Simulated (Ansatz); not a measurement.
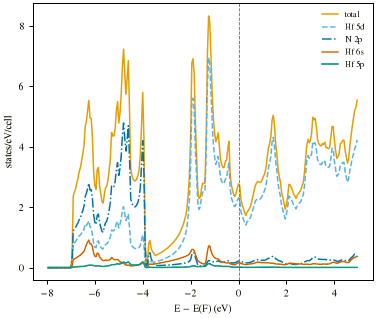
Total and projected density of states of Hf2N (anti-rutile, P4_2/mnm), the program Ansatz at the PBEsol level (PAW)

Question: Which orbitals carry the states next to the Fermi level?

Answer: Within 0.5 eV of the Fermi level: Hf 5d 83 %, N 2p 7 %. Projections are on Löwdin-orthogonalised atomic valence shells; empty p or d shells of many metals are not among them.

Question: Where is the tallest occupied peak in this window, and what makes it?

Answer: Near -1.2 eV, about 8.3 states/eV per cell; the largest projected share is Hf 5d.

The workflow started from a Materials Project entry (that database holds measured and hypothetical structures alike); the Crystallography Open Database copy checked does not list it. Whether it is the stable phase at ambient conditions was not checked. The cell was relaxed with PBEsol under the symmetry of its start; of distortions, only those at the zone centre were tested. No spin polarisation was allowed. Spin–orbit coupling is left out wherever it is not named.

Potentials: the later of the program's two PAW sets.
